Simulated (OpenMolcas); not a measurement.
# Single-point calculation of MoH$_{6}$Cl$_{3}$O$_{3}$ (part 4 of 4)

MoH$_{6}$Cl$_{3}$O$_{3}$ (mer-MoCl3(H2O)3), multiplicity 4, SMILES [OH2]->[Mo](<-[OH2])(<-[OH2])([Cl])([Cl])[Cl]; NEVPT2/ANO-R1, sfX2C (OpenMolcas 26.06). The geometry comes from this level: GFN2-xTB.

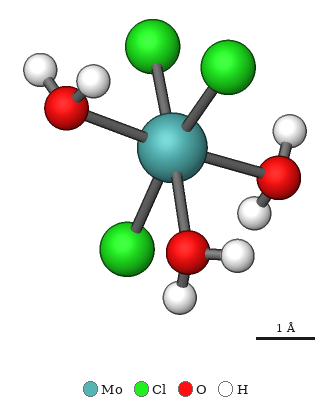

**Figure 1.** The structure (ball-and-stick view, seen at a tilt). Sticks mark near contacts.

**Log, continued**
```
++    Natural Bond Order analysis
      ---------------------------
      Based on LoProp computed density
      -------------------------------------------------------------------------------------
      Atom A       Atom B       Bond Order
      -------------------------------------------------------------------------------------
      NBO located      0.991 non-bonded electrons on atom MO1
      NBO located      1.003 non-bonded electrons on atom MO1
      NBO located      0.996 non-bonded electrons on atom MO1
      NBO located      0.996 non-bonded electrons on atom MO1
      NBO located      1.000 non-bonded electrons on atom MO1
      NBO located      1.000 non-bonded electrons on atom MO1
      NBO located      1.000 non-bonded electrons on atom MO1
      NBO located      1.000 non-bonded electrons on atom MO1
      NBO located      1.000 non-bonded electrons on atom MO1
      NBO located      1.000 non-bonded electrons on atom MO1
      NBO located      1.000 non-bonded electrons on atom MO1
      NBO located      1.000 non-bonded electrons on atom MO1
      NBO located      1.000 non-bonded electrons on atom MO1
      NBO located      1.000 non-bonded electrons on atom MO1
      NBO located      1.000 non-bonded electrons on atom MO1
      NBO located      1.000 non-bonded electrons on atom MO1
      NBO located      1.000 non-bonded electrons on atom MO1
      NBO located      1.000 non-bonded electrons on atom MO1
      NBO located      1.016 non-bonded electrons on atom CL2
      NBO located      1.004 non-bonded electrons on atom CL2
      NBO located      0.999 non-bonded electrons on atom CL2
      NBO located      1.000 non-bonded electrons on atom CL2
      NBO located      1.000 non-bonded electrons on atom CL2
      NBO located      1.000 non-bonded electrons on atom CL2
      NBO located      1.000 non-bonded electrons on atom CL2
      NBO located      1.005 non-bonded electrons on atom CL3
      NBO located      0.999 non-bonded electrons on atom CL3
      NBO located      1.000 non-bonded electrons on atom CL3
      NBO located      1.000 non-bonded electrons on atom CL3
      NBO located      1.000 non-bonded electrons on atom CL3
      NBO located      1.000 non-bonded electrons on atom CL3
      NBO located      0.981 non-bonded electrons on atom CL4
      NBO located      0.999 non-bonded electrons on atom CL4
      NBO located      1.000 non-bonded electrons on atom CL4
      NBO located      1.000 non-bonded electrons on atom CL4
      NBO located      1.000 non-bonded electrons on atom CL4
      NBO located      1.000 non-bonded electrons on atom CL4
      NBO located      1.000 non-bonded electrons on atom CL4
      NBO located      0.999 non-bonded electrons on atom O5
      NBO located      1.000 non-bonded electrons on atom O8
      NBO located      1.004 non-bonded electrons on atom O8
      NBO located      1.000 non-bonded electrons on atom O11
      NBO located      1.005 non-bonded electrons on atom O11
      The remaining   21.547 electrons are to be considered as diffuse
--

--

      Average orbitals are written to the RASORB file
      Natural orbitals for root   1 are written to the RASORB.1 file
      Spin density orbitals for root   1 are written to the SPDORB.1 file

--- Stop Module: rasscf /rc=_RC_ALL_IS_WELL_ ---
--- Module rasscf spent 1 minute 50 seconds ---

--- Start Module: caspt2 ---

                                              &CASPT2

                       available to each process: 1.9 GB of memory, 1 thread

++    Wave function specifications:
      -----------------------------

      Number of closed shell electrons          50
      Number of electrons in active shells       7
      Max number of holes in RAS1 space          0
      Max number of electrons in RAS3 space      0
      Number of inactive orbitals               25
      Number of active orbitals                  8
      Number of secondary orbitals             100
      Spin quantum number                      1.5
      State symmetry                             1
      Number of CSFs                          1344
      Number of CASSCF root(s) available         1
      NEVPT2 state passed to geometry opt.       1
      A file JOBMIX will be created
      This is a CASSCF or RASSCF reference function
--

++    Orbital specifications:
      -----------------------

      Symmetry species                           1
                                                 a
      Frozen orbitals                           33
      Inactive orbitals                         25
      Active orbitals                            8
      Secondary orbitals                       100
      Deleted orbitals                           0
      Number of basis functions                166
--

++    NEVPT2 specifications:
      ----------------------

      Type of calculation                        SS-NEVPT2
      Internal contraction for energies          partially and strongly contracted
                                                 (PC-NEVPT2 and SC-NEVPT2)
      Denominator threshold for SC-NEVPT2        1.00E-09
      Fock operator                              state-specific
      0th-order Hamiltonian                      DYALL
      IPEA shift                                 0.00
      Real shift                                 0.00
      Imaginary shift                            0.00
      The input orbitals will be transformed to quasi-canonical
--

--------------------------------------------------------------------------------
 Estimated memory requirements:
  POLY3 :                   403286
  RHS:                     3603256
  SIGMA :                  4290000
  PRPCTL:                        0
 Available workspace:    232458730

++ NEVPT2 computation for group   1

********************************************************************************
 Multi-State initialization phase begins for group   1
--------------------------------------------------------------------------------
********************************************************************************
 Compute H0 matrices for state    1
--------------------------------------------------------------------------------
--------------------------------------------------------------------------------
 H0 matrices have been computed.

********************************************************************************
  NEVPT2 EQUATION SOLUTION
--------------------------------------------------------------------------------

  Total nr of NEVPT2 parameters:
   Before reduction:     6350750
   After  reduction:     6350750

 Variance of |WF0>:       4.8629310680
-----------------------------------------------------------------------------------------------------------------------------

  FINAL PC-NEVPT2 RESULT:

      Reference energy:       -5657.6111528256
      E2 (Non-variational):      -1.2927197756
      E2 (Variational):          -1.2927197756
      Total energy:           -5658.9038726012
      Residual norm:              0.0000000000
      Reference weight:           0.71053

      Contributions to the PC-NEVPT2 correlation energy
      Active & Virtual Only:         -0.0365048162
      One Inactive Excited:          -0.1952552349
      Two Inactive Excited:          -1.0609597246

  FINAL SC-NEVPT2 RESULT:

      Reference energy:       -5657.6111528256
      E2 (Non-variational):      -1.2911387521
      E2 (Variational):          -1.2911387521
      Total energy:           -5658.9022915777
      Residual norm:              0.0000000000
      Reference weight:           0.71204

      Contributions to the SC-NEVPT2 correlation energy
      Active & Virtual only:         -0.0362610093
      One Inactive Excited:          -0.1941160449
      Two Inactive Excited:          -1.0607616979

   (Skip denominator check etc. with SC-NEVPT2 wavefunction)

   (Skipping property calculation,
    use PROP keyword to activate)
--

  Total SC-NEVPT2 energies:
::    SC-NEVPT2 Root  1     Total energy:  -5658.90229158

  A NEW JOBIPH FILE NAMED 'JOBMIX' IS PREPARED.
********************************************************************************
--- Stop Module: caspt2 /rc=_RC_ALL_IS_WELL_ ---
--- Module caspt2 spent 8 seconds ---

.##################.
.# Happy landing! #.
.##################.

    Timing: Wall=141.56 User=138.44 System=3.08
```

The run was set up as follows.

**The input**
```
&GATEWAY
  Coord
  13
  angstrom
  Mo       0.283790       0.061550       0.013650
  Cl       0.087790       0.696000       2.328430
  Cl       0.016480      -0.686710      -2.282870
  Cl       2.638280      -0.032380       0.060440
  O       -2.074220       0.160550      -0.137290
  H       -2.548130      -0.274240       0.581830
  H       -2.299410      -0.267990      -0.975730
  O        0.378000       2.386220      -0.076040
  H        1.304110       2.626150      -0.240630
  H        0.189440       2.575830       0.864380
  O        0.376330      -2.281040       0.158040
  H        1.263660      -2.471520       0.503480
  H        0.383880      -2.492420      -0.797700
  Basis = ANO-R1
  Group = NoSym
  RICD

&SEWARD

&RASSCF
  FileOrb = $CurrDir/step2.RasOrb
  Spin = 4
  Nactel = 7 0 0
  Inactive = 58
  Ras2 = 8
  OrbListing = Few
  OrbAppear = Compact

&CASPT2
  SC-NEVPT2
```

Command:
```bash
export MOLCAS_MEM=1860
pymolcas step12.inp > step12.log
```

**Results in brief**

```csv
quantity,value
outcome,converged
total energy,−5658.902292 hartree
basis functions,166
hardware,"1 thread of Arm Neoverse V1, 24 GiB of memory available, shared host"
wall time,2.4 min
peak memory,0.3 GiB
```
